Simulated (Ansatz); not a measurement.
# RPA@PBE/3-21G run of BH3 (borane)

What is the electronic atomisation energy of BH3 (borane) at RPA@PBE/3-21G? 

The calculation is run with Ansatz 0.2.0.

54 further runs of the same task are left out: 54 set aside as unsound or not needed.

**1. The system as given**

BH3: 4 atoms, total charge 0, spin state singlet. As SMILES, `B`. The coordinates come from a PBE0-D4/def2-TZVP relaxation.

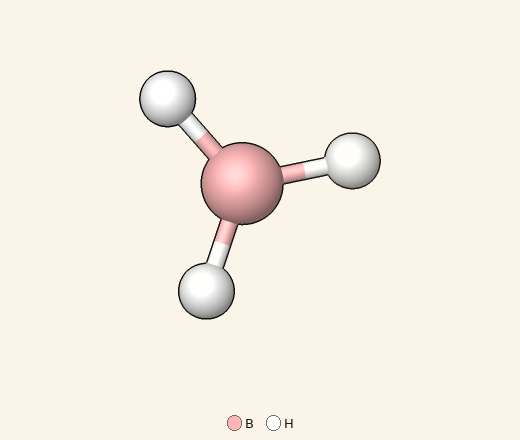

The structure, seen from a chosen angle (boron pink, hydrogen white).

**2. The energy at RPA@PBE/3-21G**

molecule.yaml reads:

```yaml
basis:
  gaussian:
    orbitals: 3-21G.json
crystal:
  periodic: [false, false, false]
  atoms:
    - {symbol: B, position_ang: [0.013900, -0.015100, -0.005100]}
    - {symbol: H, position_ang: [0.982200, 0.381700, 0.568800]}
    - {symbol: H, position_ang: [-0.276200, -1.171800, 0.043000]}
    - {symbol: H, position_ang: [-0.664400, 0.744900, -0.626900]}
hamiltonian:
  xc: pbe
correlation:
  method: rpa
  frozen_orbitals: {B: 1, H: 0}
accuracy: high
```

The basis set 3-21G is read from a file made from the Basis Set Exchange's data (not shown).

Run with:

```console
ansatz run molecule.yaml --threads 1 --pin off --max-ram 2610MiB --events-out events.jsonl --progress --plain --runs-dir runs
```

Output:

```text
Warning: RAYON_NUM_THREADS=1 ignored (pool sized by the plan → 1); use --threads N
Functional definition: PBE
  name "PBE"
  parameter kappa = 0.804
  parameter beta = 0.06672455060314922
  exchange = pbe_x(kappa = kappa, mu = beta*pi^2/3)
  correlation = pbe_c(beta = beta)
294 factors; integrals over basis functions are off by at most 3.4e-9 eV
mean field evaluation 1: about -717.6080 eV, gradient 1.3e1 eV
mean field evaluation 2: about -717.5560 eV, gradient 1.3e1 eV
mean field evaluation 4: about -718.1768 eV, gradient 1.1e0 eV
mean field evaluation 8: about -718.1790 eV, gradient 1.2e-4 eV
mean field -718.17897702 eV, -26.3925906064 hartree, gradient 1.2e-8 eV, S^2 0.000000; 0 other end points of the search recorded, 0 dependent functions left out
1 core orbitals not correlated: weight in the atoms' cores, before any rotation towards them, 1.000 or more for the frozen orbitals, at most 0.000 for the correlated occupied ones
reference -713.86247016 eV, -26.2339619051 hartree; 3, 3 occupied and 11, 11 virtual orbitals, 294 factors
Total energy: -717.19630088 eV, -26.3564779241 hartree
```

It took 0.65 s on 1 thread of Arm Neoverse V1, shared host.

**3. The B atom, same level**

input.yaml reads:

```yaml
crystal:
  periodic: [false, false, false]
  atoms:
    - {symbol: B, position_ang: [0.000000, 0.000000, 0.000000]}
basis:
  gaussian:
    orbitals: 3-21G.json
magnetization:
  spin_polarized: true
  initial_magnetization: 1
correlation:
  method: rpa
  frozen_orbitals: {B: 1}
accuracy: high
hamiltonian:
  xc: {name: PBE}
```

The basis set 3-21G is read from a file made from the Basis Set Exchange's data (not shown).

Run the same way, it converges to -24.46942 Eh (log not shown).

**4. The H atom at the same level**

run.yaml reads:

```yaml
crystal:
  periodic: [false, false, false]
  atoms:
    - {symbol: H, position_ang: [0.000000, 0.000000, 0.000000]}
basis:
  gaussian: {orbitals: 3-21G.json}
hamiltonian: {xc: {name: PBE}}
accuracy: high
correlation: {method: rpa, frozen_orbitals: {H: 0}}
magnetization: {spin_polarized: true, initial_magnetization: 1}
```

The basis set 3-21G is read from a file made from the Basis Set Exchange's data (not shown).

Run the same way, it converges to -0.50137 Eh (log not shown).

**5. What came out**

Level: RPA@PBE/3-21G, 1 core orbital frozen.

| quantity | value |
| --- | --- |
| molecule: total energy | -26.35648 Eh |
| molecule: RPA correlation energy (valence) | -122.5 mEh |
| B atom: total energy | -24.46942 Eh |
| B atom: RPA correlation energy (valence) | -80.9 mEh |
| B atom: ⟨S²⟩ of the reference determinant | 0.750 |
| H atom: total energy | -0.50137 Eh |
| H atom: RPA correlation energy | -5.2 mEh |
| H atom: ⟨S²⟩ of the reference determinant | 0.750 |
| electronic atomisation energy | 10.420 eV |

**Reading.** Taking the molecule apart into free atoms costs 10.42 eV (1005 kJ/mol), before zero-point energy and without spin-orbit coupling. The basis has no polarisation functions, which makes bonds too weak.
